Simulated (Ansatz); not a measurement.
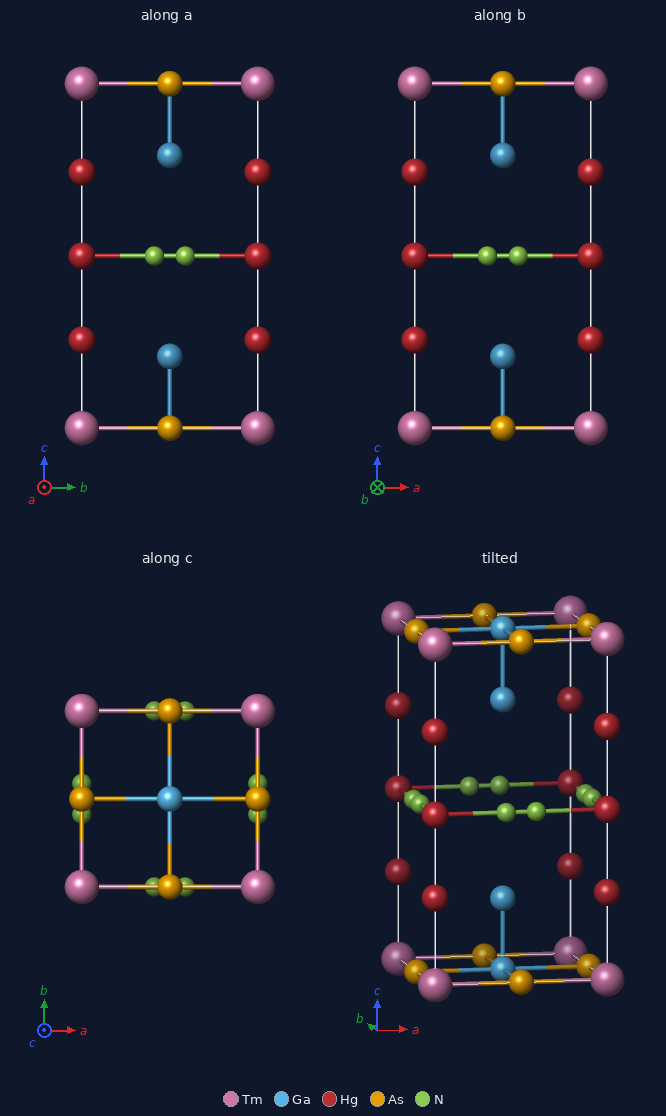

Ball-and-stick representation of a periodic structure, projected along the a axis, along the b axis, along the c axis and slightly off an axis. Lines trace the edges of the conventional unit cell.

Lattice parameters: a = 6.2239 Å, b = 6.2239 Å, c = 12.1830 Å, α = 90.000°, β = 90.000°, γ = 90.000°.

> Reconstruct the structure as a CIF with its space group and independent sites, with free fractional coordinates to two decimals.

```cif
data_structure
_symmetry_space_group_name_H-M 'P 4/m m m'
_symmetry_Int_Tables_number 123
_cell_length_a 6.2239
_cell_length_b 6.2239
_cell_length_c 12.1830
_cell_angle_alpha 90.000
_cell_angle_beta 90.000
_cell_angle_gamma 90.000
_cell_volume 471.92
loop_
_atom_site_label
_atom_site_type_symbol
_atom_site_symmetry_multiplicity
_atom_site_Wyckoff_symbol
_atom_site_fract_x
_atom_site_fract_y
_atom_site_fract_z
_atom_site_occupancy
Tm1 Tm 1 a 0.00 0.00 0.00 1
Ga1 Ga 2 h 0.50 0.50 0.2083 1
Ga2 Ga 1 c 0.50 0.50 0.00 1
Hg1 Hg 2 g 0.00 0.00 0.74 1
Hg2 Hg 1 b 0.00 0.00 0.50 1
As1 As 2 f 0.00 0.50 0.00 1
N1 N 4 m 0.41 0.00 0.50 1
```

Provenance: a structure type filled with these elements by a generator (whether the compound takes this form wasn't checked). The final geometry of a relaxation with DFT PBE, scalar-relativistic, plane waves, PAW in Ansatz is shown.
